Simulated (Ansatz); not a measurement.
## Run report: C2H10N2SSi, geometry relaxation (part 2 of 2)

Continued. System: C2H10N2SSi. Method: RKS PBE/def2-SVP (Ansatz 0.2.0). It belongs to a series of runs on one base structure; here: end point A relaxed.

Geometry of the input (Å):
```
C  -0.3353  -1.9183  -0.6536
C  0.2587  -0.5993  -0.1189
N  0.4972  -0.7527  1.3071
S  1.9559  -0.3303  -0.9394
Si -0.7943  0.9806  -0.4310
N  -0.1849  2.3057  0.5245
H  0.2734  -2.7535  -0.4937
H  -0.5407  -1.7870  -1.7495
H  -1.3437  -2.0529  -0.1367
H  1.0874  0.0501  1.6460
H  1.1422  -1.5550  1.4536
H  2.1305  0.8992  -0.4339
H  -0.8386  1.4611  -1.8404
H  -2.2177  0.8246  0.0652
H  -0.3756  2.0558  1.5066
H  -0.7373  3.1491  0.3384
```

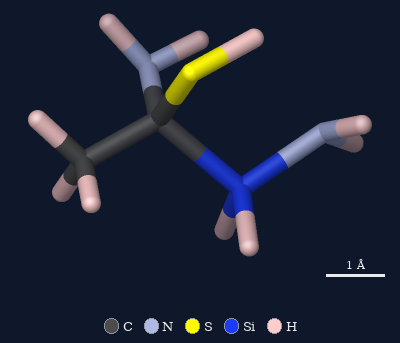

**Figure 1.** The geometry at step 13 of the log (stick view, seen at a tilt).

### Trajectory as extended XYZ, continued
```
16
Properties=species:S:1:pos:R:3:forces:R:3 step=6 energy=-23905.46266
C    -0.3202   -1.8741   -0.7225   -0.0287   0.0521   0.0008
C     0.2706   -0.6036   -0.1053   -0.0046   0.0140   0.0773
N     0.4396   -0.7605    1.3218    0.0771  -0.0838   0.0065
S     1.8817   -0.2597   -1.0556    0.0115   0.0804  -0.0313
Si   -0.8767    0.9220   -0.3128   -0.0073  -0.0407  -0.0726
N    -0.1896    2.2401    0.6339   -0.0572  -0.0831   0.0160
H     0.3687   -2.7389   -0.5950   -0.0039   0.0247   0.0093
H    -0.5105   -1.7535   -1.8083    0.0078   0.0018   0.0246
H    -1.2740   -2.1224   -0.2142   -0.0022  -0.0225  -0.0057
H     0.8851    0.0794    1.7166   -0.0329   0.0182  -0.0244
H     1.0747   -1.5469    1.5288   -0.0317  -0.0092   0.0088
H     2.0668    0.9661   -0.4817    0.0233  -0.0172   0.0064
H    -0.9587    1.3603   -1.7486    0.0152  -0.0043  -0.0005
H    -2.2514    0.5238    0.1695   -0.0121   0.0442   0.0370
H    -0.5824    2.4143    1.5645    0.0322  -0.0030  -0.0545
H    -0.0465    3.1309    0.1531    0.0136   0.0284   0.0023
16
Properties=species:S:1:pos:R:3:forces:R:3 step=7 energy=-23905.46852
C    -0.3185   -1.8689   -0.7269    0.0055  -0.0140  -0.0028
C     0.2668   -0.6028   -0.1002   -0.0243  -0.0170   0.0582
N     0.4421   -0.7738    1.3221    0.0274   0.0053  -0.0233
S     1.8741   -0.2326   -1.0598   -0.0088   0.0216  -0.0170
Si   -0.8869    0.9145   -0.3143   -0.0075   0.0124   0.0017
N    -0.1921    2.2353    0.6180    0.0110   0.0007   0.0055
H     0.3757   -2.7296   -0.6033   -0.0023   0.0023  -0.0074
H    -0.5069   -1.7410   -1.8111    0.0009  -0.0048  -0.0137
H    -1.2715   -2.1304   -0.2228    0.0088   0.0067  -0.0043
H     0.8680    0.0727    1.7231   -0.0074  -0.0028   0.0174
H     1.0823   -1.5557    1.5269   -0.0042   0.0004  -0.0090
H     2.0837    0.9657   -0.4395   -0.0114  -0.0052   0.0114
H    -0.9862    1.3346   -1.7544    0.0083  -0.0207   0.0043
H    -2.2553    0.5452    0.2080   -0.0102  -0.0016   0.0000
H    -0.5817    2.4259    1.5452   -0.0015   0.0054  -0.0236
H    -0.0164    3.1182    0.1333    0.0157   0.0114   0.0025
16
Properties=species:S:1:pos:R:3:forces:R:3 step=8 energy=-23905.47221
C    -0.3129   -1.8678   -0.7387    0.0110  -0.0499   0.0125
C     0.2549   -0.6064   -0.0890   -0.0103  -0.0486   0.0291
N     0.4440   -0.7995    1.3259   -0.0042   0.0602  -0.0246
S     1.8523   -0.1909   -1.0586    0.0028   0.0442   0.0286
Si   -0.9020    0.9070   -0.2998    0.0017   0.0281  -0.0164
N    -0.1855    2.2356    0.6020    0.0569   0.2968  -0.0171
H     0.3920   -2.7215   -0.6271   -0.0041   0.0020  -0.0103
H    -0.4989   -1.7253   -1.8212   -0.0051   0.0016  -0.0215
H    -1.2636   -2.1517   -0.2420    0.0104   0.0152  -0.0070
H     0.8386    0.0551    1.7435    0.0012  -0.0558   0.0173
H     1.1022   -1.5695    1.5179    0.0041   0.0282  -0.0160
H     2.0660    0.9789   -0.3837   -0.0173  -0.0398  -0.0186
H    -1.0170    1.2902   -1.7494   -0.0215  -0.0260   0.0134
H    -2.2637    0.5679    0.2626    0.0163   0.0009  -0.0087
H    -0.5937    2.4812    1.5103    0.0278  -0.0062  -0.1123
H     0.0644    3.0941    0.0916   -0.0697  -0.2509   0.1516
16
Properties=species:S:1:pos:R:3:forces:R:3 step=9 energy=-23905.47452
C    -0.3043   -1.8652   -0.7572    0.0196  -0.0612   0.0390
C     0.2341   -0.6116   -0.0666    0.0243  -0.1126  -0.0089
N     0.4452   -0.8448    1.3370   -0.0198   0.0442  -0.1057
S     1.8198   -0.1199   -1.0454    0.0086   0.1409   0.1629
Si   -0.9244    0.8991   -0.2768    0.0155   0.0596  -0.0134
N    -0.1604    2.2416    0.5684   -0.1145   0.0179   0.2061
H     0.4183   -2.7070   -0.6677   -0.0120   0.0122  -0.0077
H    -0.4871   -1.6954   -1.8367   -0.0126   0.0080  -0.0085
H    -1.2517   -2.1853   -0.2734    0.0395   0.0334  -0.0242
H     0.7974    0.0143    1.7817    0.0371  -0.0816   0.0405
H     1.1360   -1.5959    1.4976   -0.0475   0.1234  -0.0172
H     2.0402    1.0057   -0.2874   -0.0539  -0.1829  -0.1252
H    -1.0747    1.2142   -1.7423   -0.0552  -0.0331   0.0643
H    -2.2767    0.6166    0.3516    0.1112   0.0178  -0.0431
H    -0.6000    2.5675    1.4367    0.0465  -0.0050  -0.1381
H     0.1655    3.0432    0.0249    0.0134   0.0191  -0.0207
16
Properties=species:S:1:pos:R:3:forces:R:3 step=10 energy=-23905.48087
C    -0.3017   -1.8683   -0.7625    0.0238  -0.0162   0.0035
C     0.2386   -0.6160   -0.0705    0.0130  -0.0354  -0.0028
N     0.4424   -0.8493    1.3327   -0.0058   0.0526  -0.0374
S     1.8307   -0.1229   -1.0358    0.0023   0.1087   0.0981
Si   -0.9160    0.9000   -0.2731   -0.0658   0.0481   0.0177
N    -0.1640    2.2485    0.5747   -0.0552   0.1470   0.1137
H     0.4194   -2.7115   -0.6758   -0.0086   0.0121  -0.0031
H    -0.4864   -1.6951   -1.8416   -0.0057   0.0009   0.0019
H    -1.2493   -2.1862   -0.2786    0.0342   0.0283  -0.0167
H     0.7950    0.0066    1.7841    0.0081  -0.0709   0.0130
H     1.1341   -1.5975    1.4938   -0.0185   0.0593  -0.0031
H     2.0402    1.0034   -0.2796   -0.0362  -0.1491  -0.0922
H    -1.1073    1.2106   -1.7344   -0.0028  -0.0342   0.0413
H    -2.2564    0.6164    0.3736    0.0739   0.0065  -0.0222
H    -0.6367    2.6038    1.4157    0.0835  -0.0465  -0.1975
H     0.1946    3.0348    0.0216   -0.0403  -0.1112   0.0858
16
Properties=species:S:1:pos:R:3:forces:R:3 step=11 energy=-23905.48518
C    -0.2941   -1.8638   -0.7741   -0.0181   0.0004   0.0043
C     0.2378   -0.6158   -0.0689   -0.0020  -0.0191  -0.0256
N     0.4385   -0.8594    1.3313    0.0174   0.0557  -0.0056
S     1.8288   -0.1170   -1.0321   -0.0016   0.1129   0.0862
Si   -0.9212    0.8989   -0.2585   -0.0533   0.0112   0.0229
N    -0.1682    2.2527    0.5803   -0.0306   0.3350   0.0599
H     0.4307   -2.7041   -0.6947   -0.0036   0.0067  -0.0007
H    -0.4801   -1.6800   -1.8514    0.0011  -0.0020   0.0089
H    -1.2405   -2.1884   -0.2938    0.0165   0.0052  -0.0121
H     0.7844   -0.0080    1.7962   -0.0197  -0.0380  -0.0055
H     1.1368   -1.6005    1.4862    0.0133  -0.0118   0.0104
H     2.0397    0.9931   -0.2577    0.0098  -0.0948  -0.0691
H    -1.1471    1.1799   -1.7211   -0.0068  -0.0191   0.0305
H    -2.2409    0.6201    0.4268    0.0454   0.0151  -0.0256
H    -0.6925    2.6725    1.3634    0.1775  -0.1138  -0.3012
H     0.2651    2.9968    0.0124   -0.1454  -0.2436   0.2223
16
Properties=species:S:1:pos:R:3:forces:R:3 step=12 energy=-23905.48941
C    -0.2931   -1.8605   -0.7792    0.0152  -0.0069  -0.0057
C     0.2348   -0.6154   -0.0664   -0.0130  -0.0028   0.0232
N     0.4419   -0.8676    1.3309    0.0160   0.0466  -0.0144
S     1.8218   -0.0978   -1.0302    0.0132   0.0783   0.0461
Si   -0.9303    0.8949   -0.2494   -0.0432   0.0311   0.0028
N    -0.1708    2.2504    0.5798   -0.0302   0.3045   0.0621
H     0.4359   -2.6976   -0.7071   -0.0032   0.0034  -0.0031
H    -0.4818   -1.6698   -1.8547   -0.0012  -0.0024   0.0009
H    -1.2371   -2.1938   -0.3001    0.0183   0.0164  -0.0081
H     0.7755   -0.0152    1.8027   -0.0180  -0.0376  -0.0001
H     1.1485   -1.6025    1.4804    0.0001   0.0058   0.0024
H     2.0596    0.9900   -0.2329   -0.0245  -0.1024  -0.0557
H    -1.1739    1.1611   -1.7123   -0.0066  -0.0266   0.0229
H    -2.2459    0.6274    0.4486    0.0604   0.0156  -0.0160
H    -0.7169    2.7097    1.3232    0.1637  -0.1101  -0.2501
H     0.3090    2.9637    0.0109   -0.1471  -0.2129   0.1926
16
Properties=species:S:1:pos:R:3:forces:R:3 step=13 energy=-23905.49477
C    -0.2865   -1.8527   -0.7905   -0.0298  -0.0271   0.0299
C     0.2286   -0.6111   -0.0625   -0.0029  -0.0733   0.0208
N     0.4464   -0.8768    1.3299    0.0406   0.0295  -0.0513
S     1.8058   -0.0803   -1.0390    0.0366   0.1357   0.1036
Si   -0.9436    0.8940   -0.2347   -0.0218   0.0037  -0.0118
N    -0.1762    2.2519    0.5813   -0.0520   0.2962   0.0723
H     0.4487   -2.6852   -0.7265   -0.0005   0.0141   0.0015
H    -0.4758   -1.6524   -1.8640   -0.0032   0.0048  -0.0042
H    -1.2285   -2.1976   -0.3162    0.0068   0.0025  -0.0130
H     0.7523   -0.0216    1.8150   -0.0052  -0.0454   0.0049
H     1.1705   -1.5979    1.4711   -0.0391   0.0496  -0.0068
H     2.0821    0.9567   -0.1882   -0.0024  -0.0916  -0.0909
H    -1.2198    1.1230   -1.6990   -0.0093  -0.0071   0.0251
H    -2.2435    0.6403    0.4946    0.0461   0.0178  -0.0129
H    -0.7553    2.7715    1.2575    0.1802  -0.1338  -0.2287
H     0.3721    2.9155    0.0155   -0.1442  -0.1754   0.1616
16
Properties=species:S:1:pos:R:3:forces:R:3 step=14 energy=-23905.49102 accepted=F
C    -0.2835   -1.8583   -0.7928   -0.0011  -0.0737   0.0233
C     0.2113   -0.6140   -0.0584   -0.0532   0.0662  -0.0652
N     0.4517   -0.8809    1.3211    0.0553  -0.0439   0.1055
S     1.7663   -0.0251   -1.0556    0.0804  -0.0246  -0.0220
Si   -0.9527    0.8982   -0.2204    0.3100  -0.0823  -0.0844
N    -0.1721    2.2387    0.6083    0.0041  -0.0323  -0.0138
H     0.4729   -2.6732   -0.7377   -0.0145   0.0226  -0.0073
H    -0.4849   -1.6607   -1.8644    0.0043   0.0320  -0.0030
H    -1.2139   -2.2326   -0.3168    0.0163   0.0347  -0.0026
H     0.7418   -0.0283    1.8180   -0.0191  -0.0085   0.0093
H     1.1782   -1.5984    1.4605   -0.0170   0.0216  -0.0167
H     2.0605    0.9639   -0.1651    0.0377   0.0008   0.0060
H    -1.2293    1.1083   -1.6748   -0.0654   0.0438  -0.1911
H    -2.2331    0.6734    0.4986   -0.3518  -0.0483   0.2208
H    -0.7857    2.8333    1.1685   -0.0520   0.0512   0.0785
H     0.4497    2.8329    0.0553    0.0660   0.0407  -0.0371
16
Properties=species:S:1:pos:R:3:forces:R:3 step=15 energy=-23905.49981
C    -0.2857   -1.8524   -0.7932    0.0217  -0.0152  -0.0097
C     0.2253   -0.6112   -0.0628   -0.0129   0.0093   0.0229
N     0.4489   -0.8791    1.3248    0.0185   0.0135   0.0029
S     1.8020   -0.0596   -1.0412    0.0055  -0.0109  -0.0294
Si   -0.9491    0.8928   -0.2308    0.0142   0.0057   0.0213
N    -0.1801    2.2466    0.5897   -0.0332   0.1198   0.0222
H     0.4543   -2.6806   -0.7318   -0.0058   0.0057  -0.0026
H    -0.4766   -1.6499   -1.8661    0.0001   0.0018  -0.0045
H    -1.2263   -2.2029   -0.3206    0.0066   0.0102  -0.0006
H     0.7416   -0.0257    1.8197   -0.0084  -0.0147   0.0011
H     1.1767   -1.5948    1.4655   -0.0137   0.0126  -0.0063
H     2.1047    0.9494   -0.1751   -0.0123  -0.0079   0.0123
H    -1.2458    1.1135   -1.6909   -0.0023  -0.0064  -0.0086
H    -2.2381    0.6523    0.5134   -0.0211  -0.0119   0.0098
H    -0.7791    2.8009    1.2125    0.0756  -0.0591  -0.0867
H     0.4045    2.8779    0.0312   -0.0327  -0.0525   0.0558
16
Properties=species:S:1:pos:R:3:forces:R:3 step=16 energy=-23905.49768 accepted=F
C    -0.2783   -1.8507   -0.8041    0.0133  -0.0207   0.0544
C     0.2024   -0.6173   -0.0449    0.1559   0.1578  -0.1907
N     0.4444   -0.8879    1.3317   -0.0595  -0.0626  -0.0201
S     1.7974   -0.0350   -1.0318   -0.1359   0.0127   0.0616
Si   -0.9685    0.8889   -0.2132    0.0593   0.0427   0.0165
N    -0.1724    2.2467    0.5787   -0.0331  -0.0233  -0.0245
H     0.4773   -2.6644   -0.7492   -0.0136  -0.0201  -0.0040
H    -0.4585   -1.6284   -1.8750   -0.0072   0.0008   0.0126
H    -1.2181   -2.2245   -0.3490   -0.0120  -0.0165  -0.0059
H     0.7233   -0.0339    1.8307    0.0135   0.0007   0.0371
H     1.1799   -1.5964    1.4541    0.0337  -0.0169   0.0632
H     2.0906    0.9565   -0.1408    0.0039  -0.0371  -0.0128
H    -1.2924    1.0819   -1.6725   -0.0013  -0.0046   0.0030
H    -2.2470    0.6653    0.5564   -0.0003   0.0103   0.0071
H    -0.7593    2.8512    1.1605   -0.0027  -0.0078  -0.0160
H     0.4563    2.8250    0.0128   -0.0140  -0.0152   0.0184
16
Properties=species:S:1:pos:R:3:forces:R:3 step=17 energy=-23905.50136
C    -0.2821   -1.8504   -0.7960   -0.0150  -0.0098   0.0024
C     0.2211   -0.6096   -0.0604   -0.0013   0.0032  -0.0130
N     0.4509   -0.8803    1.3240    0.0088   0.0035  -0.0033
S     1.7931   -0.0497   -1.0484    0.0032   0.0119   0.0142
Si   -0.9553    0.8930   -0.2240    0.0117   0.0020   0.0067
N    -0.1828    2.2485    0.5910   -0.0120  -0.0114  -0.0182
H     0.4613   -2.6755   -0.7369    0.0003   0.0058  -0.0001
H    -0.4727   -1.6439   -1.8683    0.0000  -0.0001  -0.0028
H    -1.2219   -2.2058   -0.3261   -0.0010  -0.0014  -0.0030
H     0.7351   -0.0280    1.8245   -0.0024  -0.0004   0.0058
H     1.1818   -1.5926    1.4608    0.0033  -0.0035   0.0045
H     2.1073    0.9353   -0.1592    0.0113   0.0013  -0.0044
H    -1.2595    1.1028   -1.6847   -0.0061  -0.0010  -0.0049
H    -2.2421    0.6529    0.5259   -0.0057   0.0031   0.0083
H    -0.7847    2.8247    1.1854   -0.0019   0.0060  -0.0010
H     0.4278    2.8558    0.0368    0.0068  -0.0095   0.0087
16
Properties=species:S:1:pos:R:3:forces:R:3 step=18 energy=-23905.50200
C    -0.2793   -1.8469   -0.8013    0.0162  -0.0001  -0.0215
C     0.2174   -0.6073   -0.0595   -0.0303   0.0149   0.0139
N     0.4555   -0.8833    1.3214    0.0041  -0.0050  -0.0047
S     1.7810   -0.0227   -1.0526    0.0184  -0.0148  -0.0046
Si   -0.9688    0.8876   -0.2154    0.0281   0.0440   0.0029
N    -0.1884    2.2457    0.5844    0.0015   0.0182   0.0111
H     0.4618   -2.6726   -0.7307    0.0016  -0.0066  -0.0051
H    -0.4524   -1.6395   -1.8765   -0.0004  -0.0012   0.0027
H    -1.2284   -2.2002   -0.3490    0.0021  -0.0002   0.0131
H     0.7243   -0.0316    1.8311   -0.0029   0.0021  -0.0014
H     1.1939   -1.5883    1.4547    0.0009  -0.0023  -0.0010
H     2.1292    0.9204   -0.1314   -0.0102  -0.0037  -0.0025
H    -1.2954    1.0851   -1.6736   -0.0073  -0.0155  -0.0051
H    -2.2452    0.6573    0.5558   -0.0012  -0.0025   0.0000
H    -0.7905    2.8534    1.1465   -0.0005   0.0022  -0.0015
H     0.4626    2.8202    0.0403   -0.0199  -0.0295   0.0037
16
Properties=species:S:1:pos:R:3:forces:R:3 step=19 energy=-23905.50241
C    -0.2780   -1.8463   -0.8027   -0.0069   0.0016  -0.0129
C     0.2155   -0.6070   -0.0584    0.0132   0.0061   0.0020
N     0.4544   -0.8852    1.3212   -0.0034  -0.0027   0.0094
S     1.7840   -0.0264   -1.0507   -0.0020   0.0046   0.0047
Si   -0.9680    0.8903   -0.2140    0.0004   0.0110   0.0052
N    -0.1891    2.2486    0.5870   -0.0092   0.0144   0.0017
H     0.4677   -2.6685   -0.7402    0.0019  -0.0008  -0.0009
H    -0.4590   -1.6355   -1.8760   -0.0007  -0.0016   0.0029
H    -1.2221   -2.2063   -0.3449    0.0014  -0.0008   0.0048
H     0.7199   -0.0342    1.8339    0.0017  -0.0039  -0.0029
H     1.1934   -1.5899    1.4536   -0.0010   0.0025   0.0007
H     2.1280    0.9198   -0.1311   -0.0009  -0.0040  -0.0040
H    -1.2999    1.0775   -1.6728    0.0030   0.0033  -0.0003
H    -2.2440    0.6612    0.5584   -0.0007  -0.0025   0.0006
H    -0.7947    2.8640    1.1380    0.0151  -0.0140  -0.0170
H     0.4690    2.8148    0.0432   -0.0119  -0.0134   0.0060
16
Properties=species:S:1:pos:R:3:forces:R:3 step=20 energy=-23905.50249
C    -0.2782   -1.8453   -0.8030   -0.0053  -0.0030  -0.0032
C     0.2157   -0.6066   -0.0576    0.0107   0.0019   0.0008
N     0.4540   -0.8859    1.3222   -0.0042  -0.0021  -0.0005
S     1.7845   -0.0265   -1.0495   -0.0042   0.0031   0.0052
Si   -0.9683    0.8904   -0.2136    0.0035   0.0028   0.0010
N    -0.1896    2.2486    0.5871   -0.0086  -0.0076   0.0031
H     0.4701   -2.6657   -0.7462    0.0003   0.0002  -0.0006
H    -0.4654   -1.6326   -1.8747   -0.0001  -0.0003   0.0023
H    -1.2186   -2.2089   -0.3403    0.0017   0.0009   0.0004
H     0.7206   -0.0355    1.8351    0.0018  -0.0008  -0.0007
H     1.1921   -1.5914    1.4543    0.0002   0.0016   0.0002
H     2.1278    0.9205   -0.1308    0.0012  -0.0017  -0.0016
H    -1.2973    1.0779   -1.6731   -0.0013   0.0013   0.0011
H    -2.2448    0.6598    0.5577    0.0016   0.0015  -0.0018
H    -0.7958    2.8666    1.1334    0.0005   0.0022  -0.0001
H     0.4704    2.8117    0.0432    0.0023  -0.0001  -0.0054
```
